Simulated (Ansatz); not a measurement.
## Run report: C3H7Ga, geometry relaxation

System: C3H7Ga.
Method: RKS PBE0-D4/def2-TZVP (Ansatz 0.2.0).

The geometry: GFN2-xTB start. Figures and captions count atoms from 1; the log counts them from 0 in places.

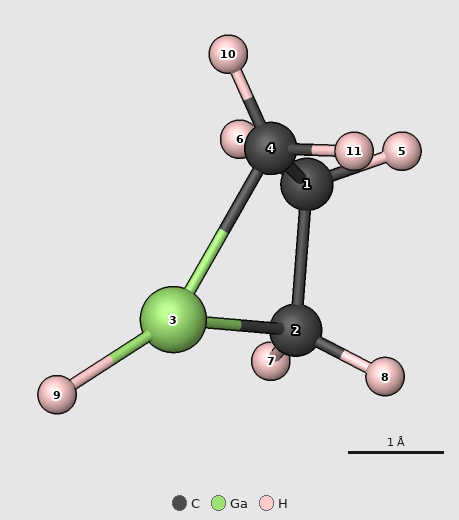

*The starting structure (ball-and-stick view, seen at a tilt; atoms are numbered from 1 in the order of the input). Sticks mark near contacts.*

The input
```yaml
crystal:
  periodic: [false, false, false]
  atoms:
    - {symbol: C, position_ang: [-0.483090, 0.429080, -0.639430]}
    - {symbol: C, position_ang: [-1.022170, -0.658330, 0.318660]}
    - {symbol: Ga, position_ang: [0.751950, -0.399240, 1.359730]}
    - {symbol: C, position_ang: [1.055990, 0.461120, -0.501900]}
    - {symbol: H, position_ang: [-0.791170, 0.243980, -1.668220]}
    - {symbol: H, position_ang: [-0.886440, 1.400920, -0.338090]}
    - {symbol: H, position_ang: [-2.024310, -0.447040, 0.694570]}
    - {symbol: H, position_ang: [-1.049070, -1.634680, -0.177590]}
    - {symbol: H, position_ang: [1.437200, -0.595470, 2.834340]}
    - {symbol: H, position_ang: [1.486620, 1.446010, -0.688270]}
    - {symbol: H, position_ang: [1.524480, -0.246340, -1.193790]}
basis:
  gaussian: {orbitals: def2-TZVP}
hamiltonian: {xc: pbe0, dispersion: d4}
relax: {f_tol: 0.005, max_steps: 150}
```

Launched with:
```bash
ansatz run in.yaml --threads 4 --pin off --events-out ev --progress --plain --max-ram 10444MiB
```

What the program printed
```
Functional definition: PBE0
  name "PBE0"
  cite "Adamo & Barone, J. Chem. Phys. 110, 6158 (1999) doi:10.1063/1.478522"
  cite "Perdew, Burke & Ernzerhof, Phys. Rev. Lett. 77, 3865 (1996) doi:10.1103/PhysRevLett.77.3865"
  parent pbe
  parameter a = 0.25
  parameter kappa = 0.804
  parameter beta = 0.06672455060314922
  exchange = (1 - a)*pbe_x(kappa = kappa, mu = beta*pi^2/3) + a*exact_x
  correlation = pbe_c(beta = beta)
1261 factors; their error is unknown
mean field evaluation 1: about -55578.9526 eV, gradient 7.5e1 eV
mean field evaluation 2: about -55550.3296 eV, gradient 1.2e2 eV
mean field evaluation 4: about -55591.9967 eV, gradient 3.6e0 eV
mean field evaluation 8: about -55592.0408 eV, gradient 2.1e-1 eV
mean field evaluation 16: about -55592.2103 eV, gradient 6.5e-3 eV
mean field -55592.21030931 eV, -2042.9760471136 hartree, gradient 1.7e-5 eV, S^2 0.000000; 0 other end points of the search recorded, 0 dependent functions left out
the calculation of the forces begins
reference -55592.21034220 eV, -2042.9760483222 hartree; 28, 28 occupied and 155, 155 virtual orbitals, 1261 factors
relax step   1: F+E_penalty+E_count = -55592.39449282 eV  Δ(F+E_penalty+E_count) = +0.000e0 eV  max|allowed force component| = 7.335e-1 eV/Å  Δτ_max = 0.0000 Å  (30 SCF iters, accepted)
these checks for a lower state are left out or cut short: starts, cluster_reference, orbital_swaps, neighbouring_geometries, increment
1261 factors; their error is unknown
mean field -55592.33121180 eV, -2042.9804901983 hartree, gradient 1.5e-5 eV, S^2 0.000000; 0 other end points of the search recorded, 0 dependent functions left out
the calculation of the forces begins
reference -55592.33124470 eV, -2042.9804914071 hartree; 28, 28 occupied and 155, 155 virtual orbitals, 1261 factors
relax step   2: F+E_penalty+E_count = -55592.51673263 eV  Δ(F+E_penalty+E_count) = -1.222e-1 eV  max|allowed force component| = 3.735e-1 eV/Å  Δτ_max = 0.1138 Å  (31 SCF iters, accepted)
these checks for a lower state are left out or cut short: starts, cluster_reference, orbital_swaps, neighbouring_geometries, increment
1261 factors; their error is unknown
mean field evaluation 32: about -55592.3432 eV, gradient 5.9e-3 eV
mean field -55592.34317609 eV, -2042.9809298779 hartree, gradient 1.1e-5 eV, S^2 0.000000; 0 other end points of the search recorded, 0 dependent functions left out
the calculation of the forces begins
reference -55592.34320896 eV, -2042.9809310856 hartree; 28, 28 occupied and 155, 155 virtual orbitals, 1261 factors
relax step   3: F+E_penalty+E_count = -55592.52918250 eV  Δ(F+E_penalty+E_count) = -1.245e-2 eV  max|allowed force component| = 1.016e-1 eV/Å  Δτ_max = 0.0326 Å  (31 SCF iters, accepted)
these checks for a lower state are left out or cut short: starts, cluster_reference, orbital_swaps, neighbouring_geometries, increment
1261 factors; their error is unknown
mean field -55592.34452167 eV, -2042.9809793268 hartree, gradient 1.1e-5 eV, S^2 0.000000; 0 other end points of the search recorded, 0 dependent functions left out
the calculation of the forces begins
reference -55592.34455452 eV, -2042.9809805341 hartree; 28, 28 occupied and 155, 155 virtual orbitals, 1261 factors
relax step   4: F+E_penalty+E_count = -55592.53053255 eV  Δ(F+E_penalty+E_count) = -1.350e-3 eV  max|allowed force component| = 2.866e-2 eV/Å  Δτ_max = 0.0096 Å  (32 SCF iters, accepted)
these checks for a lower state are left out or cut short: starts, cluster_reference, orbital_swaps, neighbouring_geometries, increment
1261 factors; their error is unknown
mean field -55592.34470673 eV, -2042.9809861277 hartree, gradient 1.1e-5 eV, S^2 0.000000; 0 other end points of the search recorded, 0 dependent functions left out
the calculation of the forces begins
reference -55592.34473959 eV, -2042.9809873353 hartree; 28, 28 occupied and 155, 155 virtual orbitals, 1261 factors
relax step   5: F+E_penalty+E_count = -55592.53068519 eV  Δ(F+E_penalty+E_count) = -1.526e-4 eV  max|allowed force component| = 1.202e-2 eV/Å  Δτ_max = 0.0069 Å  (32 SCF iters, accepted)
these checks for a lower state are left out or cut short: starts, cluster_reference, orbital_swaps, neighbouring_geometries, increment
1261 factors; their error is unknown
mean field -55592.34490873 eV, -2042.9809935510 hartree, gradient 1.1e-5 eV, S^2 0.000000; 0 other end points of the search recorded, 0 dependent functions left out
the calculation of the forces begins
reference -55592.34494161 eV, -2042.9809947593 hartree; 28, 28 occupied and 155, 155 virtual orbitals, 1261 factors
relax step   6: F+E_penalty+E_count = -55592.53082975 eV  Δ(F+E_penalty+E_count) = -1.446e-4 eV  max|allowed force component| = 1.070e-2 eV/Å  Δτ_max = 0.0167 Å  (32 SCF iters, accepted)
these checks for a lower state are left out or cut short: starts, cluster_reference, orbital_swaps, neighbouring_geometries, increment
1261 factors; their error is unknown
mean field -55592.34493874 eV, -2042.9809946540 hartree, gradient 1.1e-5 eV, S^2 0.000000; 0 other end points of the search recorded, 0 dependent functions left out
the calculation of the forces begins
reference -55592.34497163 eV, -2042.9809958625 hartree; 28, 28 occupied and 155, 155 virtual orbitals, 1261 factors
relax step   7: F+E_penalty+E_count = -55592.53084170 eV  Δ(F+E_penalty+E_count) = -1.195e-5 eV  max|allowed force component| = 1.587e-2 eV/Å  Δτ_max = 0.0108 Å  (33 SCF iters, accepted)
these checks for a lower state are left out or cut short: starts, cluster_reference, orbital_swaps, neighbouring_geometries, increment
1261 factors; their error is unknown
mean field evaluation 64: about -55592.1681 eV, gradient 2.7e-4 eV
mean field -55592.34496361 eV, -2042.9809955678 hartree, gradient 1.0e-5 eV, S^2 0.000000; 0 other end points of the search recorded, 0 dependent functions left out
the calculation of the forces begins
reference -55592.34499649 eV, -2042.9809967762 hartree; 28, 28 occupied and 155, 155 virtual orbitals, 1261 factors
relax step   8: F+E_penalty+E_count = -55592.53087081 eV  Δ(F+E_penalty+E_count) = -2.911e-5 eV  max|allowed force component| = 2.535e-3 eV/Å  Δτ_max = 0.0026 Å  (33 SCF iters, accepted)
```

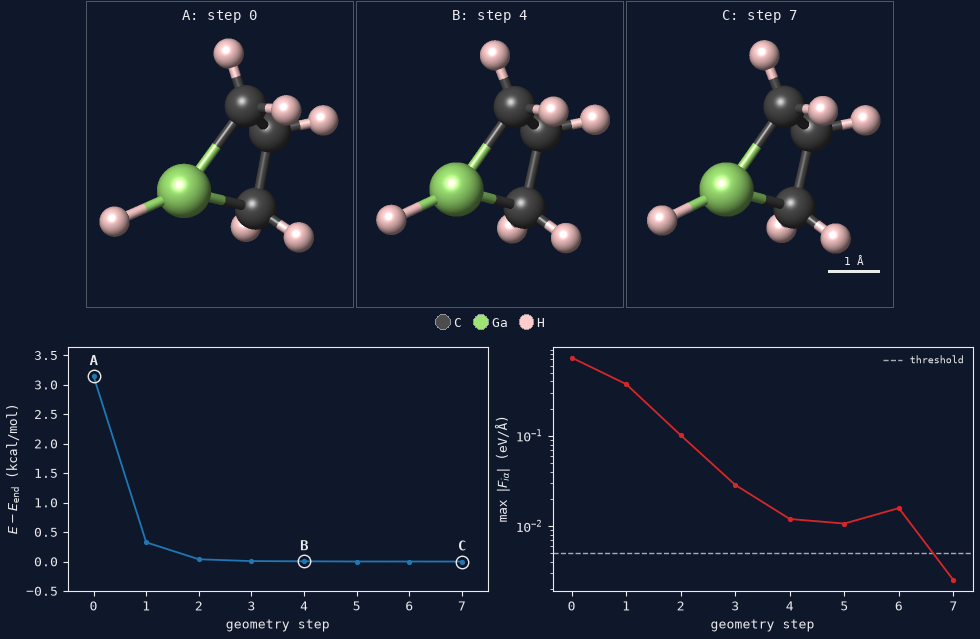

*Frames of the relaxation (ball-and-stick view, seen at a tilt) above the curves, on which the letters mark them (the first geometry is step 0 here and step 1 in the log).*

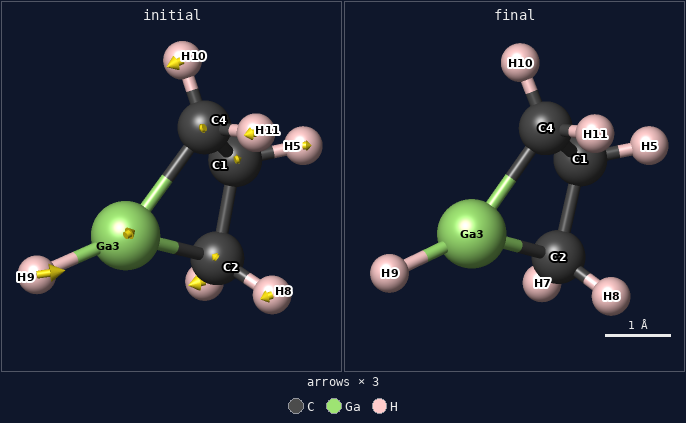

*Before (left) and after (right) the relaxation, at one scale (ball-and-stick view, seen at a tilt). The yellow arrows give the displacements, magnified 3 times.*

The atom that moves furthest after the best rigid fit is H9 (0.15 Å). By element the largest moves are H 0.15 Å, Ga 0.07 Å, C 0.04 Å. Among the contacts that change: C2–Ga3 2.073 → 1.995 Å, Ga3–H9 1.638 → 1.568 Å, C1–H5 1.090 → 1.096 Å. Among the angles that change: C2–C1–C4 107.9° → 105.0°, C1–C4–H10 113.4° → 116.2°, Ga3–C4–H10 125.9° → 123.7°. The energy falls by 3.14 kcal/mol in 7 geometry steps. The largest force component goes from 0.73 to 0.0025 eV/Å. (Atoms are counted from 1 in the order of the input.)

```
1261 factors; their error is unknown
mean field -55592.34496361 eV, -2042.9809955678 hartree, gradient 1.0e-5 eV, S^2 0.000000; 1 other end points of the search recorded, 0 dependent functions left out
the calculation of the forces begins
reference -55592.34499649 eV, -2042.9809967762 hartree; 28, 28 occupied and 155, 155 virtual orbitals, 1261 factors
Total energy: -55592.53090369 eV, -2042.9878287398 hartree
Atom 0 at    -0.496295     0.428171    -0.673365 Å, force     0.000293     0.000418     0.000652 eV/Å
Atom 1 at    -1.004810    -0.632514     0.334262 Å, force     0.001039     0.001476    -0.001541 eV/Å
Atom 2 at     0.720758    -0.383445     1.303881 Å, force     0.000219     0.000469     0.001311 eV/Å
Atom 3 at     1.038788     0.469295    -0.471346 Å, force    -0.002535    -0.000780    -0.000520 eV/Å
Atom 4 at    -0.794122     0.224053    -1.708058 Å, force     0.000770    -0.000492     0.001355 eV/Å
Atom 5 at    -0.919723     1.403132    -0.414049 Å, force     0.000949    -0.001677     0.000123 eV/Å
Atom 6 at    -1.981833    -0.442830     0.779628 Å, force    -0.000854     0.000150     0.000568 eV/Å
Atom 7 at    -1.032630    -1.632152    -0.112853 Å, force     0.000001    -0.000345    -0.000686 eV/Å
Atom 8 at     1.404396    -0.636527     2.692009 Å, force    -0.000316     0.000050    -0.000799 eV/Å
Atom 9 at     1.514472     1.442115    -0.598800 Å, force     0.000491     0.000965     0.000138 eV/Å
Atom 10 at     1.550988    -0.239290    -1.131299 Å, force    -0.000058    -0.000234    -0.000601 eV/Å
Dipole moment:     0.020796    -0.019841     0.025616 e Å
```

Trajectory as extended XYZ (Å, eV, eV/Å), 8 frames, from step=1 to step=8
```
11
Properties=species:S:1:pos:R:3:forces:R:3 step=1 energy=-55592.39449
C    -0.4831    0.4291   -0.6394    0.0499  -0.0987   0.0363
C    -1.0222   -0.6583    0.3187    0.6789   0.2914   0.1428
Ga    0.7520   -0.3992    1.3597   -0.2339   0.1207  -0.4062
C     1.0560    0.4611   -0.5019   -0.3913  -0.2716   0.5799
H    -0.7912    0.2440   -1.6682   -0.1405   0.1072  -0.2279
H    -0.8864    1.4009   -0.3381   -0.0250  -0.0143  -0.0674
H    -2.0243   -0.4470    0.6946    0.0870  -0.0951   0.2259
H    -1.0491   -1.6347   -0.1776    0.0856  -0.0201   0.1279
H     1.4372   -0.5955    2.8343   -0.3336   0.0894  -0.7335
H     1.4866    1.4460   -0.6883    0.1636  -0.0559   0.1929
H     1.5245   -0.2463   -1.1938    0.0594  -0.0529   0.1293
11
Properties=species:S:1:pos:R:3:forces:R:3 step=2 energy=-55592.51673
C    -0.5041    0.4412   -0.6756    0.1477  -0.1670   0.1671
C    -1.0033   -0.6398    0.3123    0.0286   0.0030   0.3253
Ga    0.7307   -0.3929    1.3164   -0.2274   0.1480  -0.3735
C     1.0315    0.4565   -0.4904    0.1686   0.0829   0.2805
H    -0.8159    0.2624   -1.7094   -0.0238   0.0188  -0.0378
H    -0.9101    1.4127   -0.3784   -0.0122  -0.0070  -0.0400
H    -1.9797   -0.4642    0.7753    0.0989  -0.0455  -0.1110
H    -1.0107   -1.6413   -0.1334   -0.0341   0.0654  -0.0382
H     1.3960   -0.5940    2.7283   -0.0278  -0.0142  -0.0900
H     1.5267    1.4260   -0.6059   -0.0625  -0.1328  -0.0490
H     1.5389   -0.2667   -1.1392   -0.0559   0.0485  -0.0335
11
Properties=species:S:1:pos:R:3:forces:R:3 step=3 energy=-55592.52918
C    -0.4950    0.4320   -0.6649   -0.0575   0.0363  -0.0857
C    -1.0055   -0.6408    0.3260    0.0347  -0.0110   0.1016
Ga    0.7180   -0.3803    1.3014   -0.0171  -0.0100  -0.0588
C     1.0406    0.4618   -0.4810    0.0533   0.0012   0.0996
H    -0.8053    0.2502   -1.6998   -0.0126   0.0128  -0.0151
H    -0.9067    1.4046   -0.3801   -0.0146   0.0130  -0.0195
H    -1.9851   -0.4632    0.7759    0.0617  -0.0017  -0.0562
H    -1.0191   -1.6377   -0.1281   -0.0107   0.0184  -0.0041
H     1.3875   -0.6006    2.6975    0.0273  -0.0111   0.0546
H     1.5285    1.4309   -0.6085   -0.0523  -0.0637  -0.0121
H     1.5420   -0.2569   -1.1385   -0.0123   0.0159  -0.0045
11
Properties=species:S:1:pos:R:3:forces:R:3 step=4 energy=-55592.53053
C    -0.4961    0.4321   -0.6677   -0.0194   0.0228  -0.0118
C    -1.0016   -0.6383    0.3290   -0.0217  -0.0103   0.0194
Ga    0.7199   -0.3824    1.3034    0.0031  -0.0026   0.0037
C     1.0390    0.4614   -0.4756    0.0287   0.0184   0.0023
H    -0.8045    0.2467   -1.7029    0.0027  -0.0032   0.0018
H    -0.9106    1.4055   -0.3886   -0.0054   0.0033  -0.0091
H    -1.9813   -0.4586    0.7730    0.0041  -0.0062  -0.0063
H    -1.0190   -1.6339   -0.1273   -0.0042  -0.0059   0.0030
H     1.3926   -0.6080    2.7008    0.0049  -0.0064   0.0039
H     1.5222    1.4301   -0.6077   -0.0001  -0.0091  -0.0052
H     1.5394   -0.2544   -1.1364    0.0074  -0.0006  -0.0018
11
Properties=species:S:1:pos:R:3:forces:R:3 step=5 energy=-55592.53068
C    -0.4965    0.4321   -0.6685   -0.0108   0.0120  -0.0072
C    -1.0022   -0.6371    0.3303   -0.0072  -0.0031   0.0056
Ga    0.7201   -0.3821    1.3041    0.0024  -0.0001   0.0057
C     1.0390    0.4631   -0.4745    0.0094   0.0071   0.0006
H    -0.8029    0.2432   -1.7037    0.0033  -0.0046   0.0015
H    -0.9130    1.4059   -0.3937   -0.0005  -0.0016  -0.0035
H    -1.9822   -0.4569    0.7729   -0.0030  -0.0015   0.0022
H    -1.0203   -1.6334   -0.1243   -0.0017  -0.0041   0.0008
H     1.3956   -0.6143    2.6998    0.0007  -0.0039  -0.0033
H     1.5213    1.4318   -0.6079    0.0036   0.0016  -0.0009
H     1.5411   -0.2524   -1.1345    0.0039  -0.0017  -0.0015
11
Properties=species:S:1:pos:R:3:forces:R:3 step=6 energy=-55592.53083
C    -0.4959    0.4286   -0.6719   -0.0018   0.0019  -0.0021
C    -1.0042   -0.6344    0.3332   -0.0052  -0.0020  -0.0018
Ga    0.7211   -0.3845    1.3033   -0.0012   0.0062   0.0052
C     1.0394    0.4673   -0.4724    0.0025   0.0021  -0.0048
H    -0.7968    0.2300   -1.7066    0.0027  -0.0091  -0.0056
H    -0.9174    1.4030   -0.4085   -0.0019   0.0083   0.0066
H    -1.9818   -0.4456    0.7784    0.0089  -0.0059  -0.0023
H    -1.0307   -1.6332   -0.1163   -0.0022   0.0062   0.0032
H     1.4014   -0.6290    2.6946    0.0006  -0.0032  -0.0028
H     1.5158    1.4401   -0.6005   -0.0002  -0.0107   0.0013
H     1.5492   -0.2424   -1.1333   -0.0022   0.0062   0.0031
11
Properties=species:S:1:pos:R:3:forces:R:3 step=7 energy=-55592.53084
C    -0.4964    0.4282   -0.6736    0.0029  -0.0046   0.0000
C    -1.0047   -0.6324    0.3343   -0.0046   0.0085   0.0020
Ga    0.7201   -0.3813    1.3051    0.0054  -0.0159  -0.0078
C     1.0387    0.4693   -0.4713   -0.0038   0.0085   0.0012
H    -0.7941    0.2238   -1.7082    0.0010  -0.0015   0.0005
H    -0.9201    1.4032   -0.4149    0.0009   0.0001   0.0024
H    -1.9819   -0.4427    0.7795   -0.0002  -0.0010  -0.0028
H    -1.0322   -1.6322   -0.1127    0.0022   0.0013   0.0034
H     1.4054   -0.6386    2.6917   -0.0031   0.0053  -0.0008
H     1.5144    1.4422   -0.5989   -0.0007  -0.0011  -0.0024
H     1.5509   -0.2396   -1.1310    0.0002   0.0004   0.0043
11
Properties=species:S:1:pos:R:3:forces:R:3 step=8 energy=-55592.53087
C    -0.4963    0.4282   -0.6734    0.0003   0.0004   0.0007
C    -1.0048   -0.6325    0.3343    0.0010   0.0015  -0.0015
Ga    0.7208   -0.3834    1.3039    0.0002   0.0005   0.0013
C     1.0388    0.4693   -0.4713   -0.0025  -0.0008  -0.0005
H    -0.7941    0.2241   -1.7081    0.0008  -0.0005   0.0014
H    -0.9197    1.4031   -0.4140    0.0009  -0.0017   0.0001
H    -1.9818   -0.4428    0.7796   -0.0009   0.0001   0.0006
H    -1.0326   -1.6322   -0.1129    0.0000  -0.0003  -0.0007
H     1.4044   -0.6365    2.6920   -0.0003   0.0001  -0.0008
H     1.5145    1.4421   -0.5988    0.0005   0.0010   0.0001
H     1.5510   -0.2393   -1.1313   -0.0001  -0.0002  -0.0006
```

Summary

```csv
quantity,value
outcome,converged
total energy,−55592.5309 eV
mean-field energy,−55592.3450 eV
dispersion energy,−0.1859 eV
SCF solution under orbital rotations,stable
largest force (length of the vector) at the end,0.003 eV/Å
dipole moment,0.18 D
hardware,"4 threads of Arm Neoverse V1, 23 GiB of memory available, shared host"
wall time,29 s (CPU time 1.8 min)
peak memory,0.48 GiB
```
